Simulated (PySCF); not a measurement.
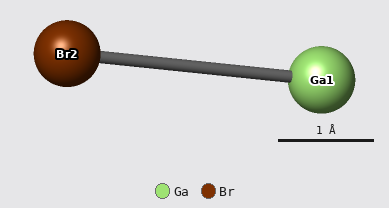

*The structure (ball-and-stick view, seen at a tilt; atoms are numbered from 1 in the order of the input). Sticks mark near contacts.*

**GaBr: single-point calculation**

- system: GaBr, SMILES [Ga][Br]
- method: RPA (PBE)/STO-3G, RKS (PySCF 2.14.0)

A bond length was changed on purpose from its optimised value.

**The program's output**
```
PySCF version 2.14.0

[INPUT] num. atoms = 2
[INPUT] num. electrons = 66
[INPUT] charge = 0
[INPUT] spin (= nelec alpha-beta = 2S) = 0
[INPUT] symmetry False subgroup None
[INPUT] Mole.unit = bohr
[INPUT] Symbol           X                Y                Z      unit          X                Y                Z       unit  Magmom
[INPUT]  1 Ga     0.000000000000   0.000000000000  -0.460980027040 AA    0.000000000000   0.000000000000  -0.871126000000 Bohr   0.0
[INPUT]  2 Br     0.000000000000   0.000000000000   2.388120130920 AA    0.000000000000   0.000000000000   4.512893000000 Bohr   0.0

nuclear repulsion = 201.522320036389
number of shells = 16
number of NR pGTOs = 108
number of NR cGTOs = 36
basis = sto-3g
ecp = {}

******** <class 'pyscf.dft.rks.RKS'> ********
method = RKS
initial guess = minao
damping factor = 0
level_shift factor = 0
DIIS = <class 'pyscf.scf.diis.CDIIS'>
diis_start_cycle = 1
diis_space = 8
diis_damp = 0
SCF conv_tol = 1e-10
SCF conv_tol_grad = None
SCF max_cycles = 50
direct_scf = True
direct_scf_tol = 1e-13
XC library pyscf.dft.libxc version 7.0.0
    S. Lehtola, C. Steigemann, M. J.T. Oliveira, and M. A.L. Marques.,  SoftwareX 7, 1–5 (2018)
XC functionals = pbe
    J. P. Perdew, K. Burke, and M. Ernzerhof.,  Phys. Rev. Lett. 77, 3865 (1996)
    J. P. Perdew, K. Burke, and M. Ernzerhof.,  Phys. Rev. Lett. 78, 1396 (1997)
    J. P. Perdew, K. Burke, and M. Ernzerhof.,  Phys. Rev. Lett. 77, 3865 (1996)
    J. P. Perdew, K. Burke, and M. Ernzerhof.,  Phys. Rev. Lett. 78, 1396 (1997)
radial grids:
    Treutler-Ahlrichs [JCP 102, 346 (1995); DOI:10.1063/1.469408] (M4) radial grids

becke partition: Becke, JCP 88, 2547 (1988); DOI:10.1063/1.454033
pruning grids: <function nwchem_prune>
grids dens level: 5
symmetrized grids: False
atomic radii adjust function: <function treutler_atomic_radii_adjust>
small_rho_cutoff = 0
Set gradient conv threshold to 1e-05
Initial guess from minao.
tot grids = 90016
init E= -4441.77392977015
  HOMO = -0.539030835845087  LUMO = -0.436464540266745  gap/eV = 2.79097
cycle= 1 E= -4447.10703023879  delta_E= -5.33  |g|= 0.368  |ddm|= 1.29
  HOMO = 0.402190670592796  LUMO = 0.404562739386512  gap/eV = 0.06455
cycle= 2 E= -4435.69975801472  delta_E= 11.4  |g|= 0.657  |ddm|= 5.46
  HOMO = -0.214331154842989  LUMO = 0.0623141233541166  gap/eV = 7.52790
cycle= 3 E= -4441.13163140421  delta_E= -5.43  |g|= 1.45  |ddm|= 5.54
  HOMO = -0.130727488330358  LUMO = -0.0749518599721584  gap/eV = 1.51773
cycle= 4 E= -4447.06362997296  delta_E= -5.93  |g|= 0.575  |ddm|= 4.56
  HOMO = -0.120488732557234  LUMO = -0.0788867903197673  gap/eV = 1.13205
cycle= 5 E= -4446.31121210353  delta_E= 0.752  |g|= 1.54  |ddm|= 1.38
  HOMO = -0.12143221471762  LUMO = -0.0794684688901962  gap/eV = 1.14189
cycle= 6 E= -4446.40402217773  delta_E= -0.0928  |g|= 1.46  |ddm|= 0.109
  HOMO = -0.124304198731613  LUMO = -0.0792935470409471  gap/eV = 1.22480
cycle= 7 E= -4446.76839100849  delta_E= -0.364  |g|= 1.04  |ddm|= 0.54
  HOMO = -0.126543094010359  LUMO = -0.0856849130707259  gap/eV = 1.11181
cycle= 8 E= -4445.87222861744  delta_E= 0.896  |g|= 1.88  |ddm|= 1.12
  HOMO = -0.131030236996953  LUMO = -0.0615497478400074  gap/eV = 1.89066
cycle= 9 E= -4447.16279771276  delta_E= -1.29  |g|= 0.343  |ddm|= 2.35
  HOMO = -0.118186992990096  LUMO = -0.0704299366507605  gap/eV = 1.29954
cycle= 10 E= -4444.85070225172  delta_E= 2.31  |g|= 2.31  |ddm|= 3.08
  HOMO = 0.681269566262565  LUMO = 0.682759383957977  gap/eV = 0.04054
[... cycles 11 to 40 left out ...]
cycle= 41 E= -4435.69540533483  delta_E=  6.8  |g|= 0.463  |ddm|= 5.66
  HOMO = -0.192639484723019  LUMO = 0.041390898310901  gap/eV = 6.36829
cycle= 42 E= -4446.82681606659  delta_E= -11.1  |g|= 0.73  |ddm|= 5.26
  HOMO = -0.218073223133839  LUMO = 0.00738813511142387  gap/eV = 6.13512
cycle= 43 E= -4446.86579029427  delta_E= -0.039  |g|= 0.729  |ddm|= 0.209
  HOMO = -0.318667823125807  LUMO = -0.175335216812387  gap/eV = 3.90028
cycle= 44 E= -4447.05424436707  delta_E= -0.188  |g|= 0.729  |ddm|=  1.2
  HOMO = -0.321853389880054  LUMO = -0.176701011020687  gap/eV = 3.94980
cycle= 45 E= -4447.0470923624  delta_E= 0.00715  |g|= 0.735  |ddm|= 0.0575
  HOMO = -0.266005082484881  LUMO = -0.0517415656158816  gap/eV = 5.83041
cycle= 46 E= -4441.31663014011  delta_E= 5.73  |g|= 1.61  |ddm|= 5.17
  HOMO = -0.26538574462516  LUMO = -0.0491938926025057  gap/eV = 5.88288
cycle= 47 E= -4441.31127400636  delta_E= 0.00536  |g|= 1.61  |ddm|= 0.0122
  HOMO = -0.250761618139844  LUMO = -0.0789111419753546  gap/eV = 4.67629
cycle= 48 E= -4441.56178289677  delta_E= -0.251  |g|=  1.8  |ddm|= 0.264
  HOMO = -0.188429190899686  LUMO = -0.149468468834108  gap/eV = 1.06018
cycle= 49 E= -4444.45250370845  delta_E= -2.89  |g|=  2.4  |ddm|= 2.15
  HOMO = 0.959590874661811  LUMO = 0.962031641073014  gap/eV = 0.06642
cycle= 50 E= -4435.68692855014  delta_E= 8.77  |g|= 0.522  |ddm|=  5.7
```

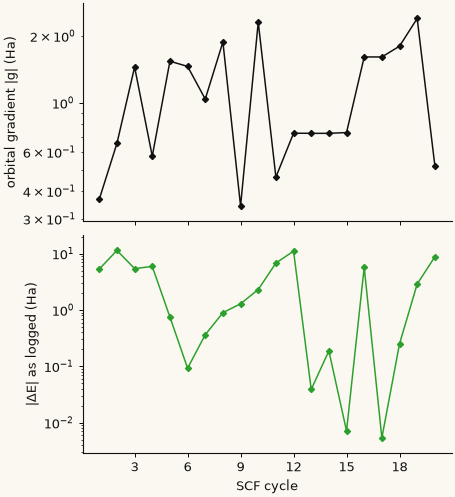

*Convergence of the self-consistent field: orbital gradient |g| and size of the energy change against the SCF cycle.*

All cycles printed in the log are drawn one after another.

```
SCF not converged.
SCF energy = -4435.68692855014

******** <class 'pyscf.soscf.newton_ah.SecondOrderRKS'> ********
method = SecondOrderRKS
initial guess = minao
damping factor = 0
level_shift factor = 0
DIIS = <class 'pyscf.scf.diis.CDIIS'>
diis_start_cycle = 1
diis_space = 8
diis_damp = 0
SCF conv_tol = 1e-10
SCF conv_tol_grad = None
SCF max_cycles = 50
direct_scf = True
direct_scf_tol = 1e-13
XC library pyscf.dft.libxc version 7.0.0
    S. Lehtola, C. Steigemann, M. J.T. Oliveira, and M. A.L. Marques.,  SoftwareX 7, 1–5 (2018)
XC functionals = pbe
    J. P. Perdew, K. Burke, and M. Ernzerhof.,  Phys. Rev. Lett. 77, 3865 (1996)
    J. P. Perdew, K. Burke, and M. Ernzerhof.,  Phys. Rev. Lett. 78, 1396 (1997)
    J. P. Perdew, K. Burke, and M. Ernzerhof.,  Phys. Rev. Lett. 77, 3865 (1996)
    J. P. Perdew, K. Burke, and M. Ernzerhof.,  Phys. Rev. Lett. 78, 1396 (1997)
radial grids:
    Treutler-Ahlrichs [JCP 102, 346 (1995); DOI:10.1063/1.469408] (M4) radial grids

becke partition: Becke, JCP 88, 2547 (1988); DOI:10.1063/1.454033
pruning grids: <function nwchem_prune>
grids dens level: 5
symmetrized grids: False
atomic radii adjust function: <function treutler_atomic_radii_adjust>
small_rho_cutoff = 0
******** <class 'pyscf.dft.rks.RKS'> Newton solver flags ********
SCF tol = 1e-10
conv_tol_grad = None
max. SCF cycles = 50
direct_scf = True
direct_scf_tol = 1e-13
max_cycle_inner = 12
max_stepsize = 0.05
ah_start_tol = 1e+09
ah_level_shift = 0
ah_conv_tol = 1e-12
ah_lindep = 1e-14
ah_start_cycle = 1
ah_max_cycle = 40
ah_grad_trust_region = 2.5
kf_interval = 4
kf_trust_region = 5
canonicalization = True
Set conv_tol_grad to 1e-05
  HOMO = -0.290211725229323  LUMO = 0.0972556916074905  gap/eV = 10.54353
Initial guess E= -4435.68692855014  |g|= 0.52237
macro= 0  E= -4435.70719538866  delta_E= -0.0202668  |g|= 0.02147  3 KF 10 JK
macro= 1  E= -4435.7071111388  delta_E= 8.42499e-05  |g|= 0.00061099  2 KF 9 JK
macro= 2  E= -4435.70711113876  delta_E= 3.81988e-11  |g|= 4.78389e-06  1 KF 4 JK
Canonicalize SCF orbitals
macro X = 3  E=-4435.70711113876  |g|= 4.78389e-06  total 7 KF 27 JK

WARN: HOMO 0.09803252807585329 > LUMO -5.010089414424619 was found in the canonicalized orbitals.

converged SCF energy = -4435.70711113876

******** <class 'pyscf.gw.rpa.RPA'> ********
method = RPA
nocc = 15  nmo = 18
frozen orbitals = 18
mem_avail = 1693.05  mem_blk = 0.01  auxlen = 254

******** <class 'pyscf.df.df.DF'> ********
auxbasis = auxmol.basis = {'Br': 'def2-svp-ri', 'Ga': 'def2-svp-ri'}
Lowest orbital energy difference: -5.1081e+00

WARN: RPA code is not well-defined for degenerate systems!

WARN: Lowest orbital energy difference: -5.1081e+00

E(RPA) = -4437.26888231798  E_corr = -0.183860876606383  E_hf = -4437.08502144137
E(PBE) = -4434.139402105
```

The run was set up as follows.

**The input (job.py)**
```python
from pyscf import gto, dft
from pyscf.gw.rpa import RPA

mol = gto.Mole()
mol.atom = '''
Ga     0.000000     0.000000    -0.871126
Br     0.000000     0.000000     4.512893
'''
mol.basis = 'sto-3g'
mol.verbose = 4
mol.unit = 'bohr'
mol.max_memory = 1860
mol.build()

ks = dft.RKS(mol, xc='pbe')
ks.grids.level = 5
ks.conv_tol = 1e-10
ks.kernel()
if not ks.converged:
    ks = ks.newton().run(ks.mo_coeff, ks.mo_occ)

rpa = RPA(ks, frozen=18)
rpa.kernel()
e_exx = ks.to_hf().energy_tot(ks.make_rdm1())
etot = e_exx + rpa.e_corr
print('E(%s) = %.9f' % ('PBE', etot))
```

Launched with:
```bash
OMP_NUM_THREADS=1 python job.py
```

**Key numbers**

| quantity | value |
| --- | --- |
| outcome | converged |
| total energy | −4434.139402 hartree |
| SCF energy | −4435.707111 hartree |
| correlation energy | −0.183861 hartree |
| basis functions | 36 |
| HOMO of the SCF reference | 2.67 eV |
| LUMO of the SCF reference | −136.33 eV |
| hardware | 1 thread of Arm Neoverse V1, 24 GiB of memory available, shared host |
| wall time | 8.4 s |
| peak memory | 0.25 GiB |
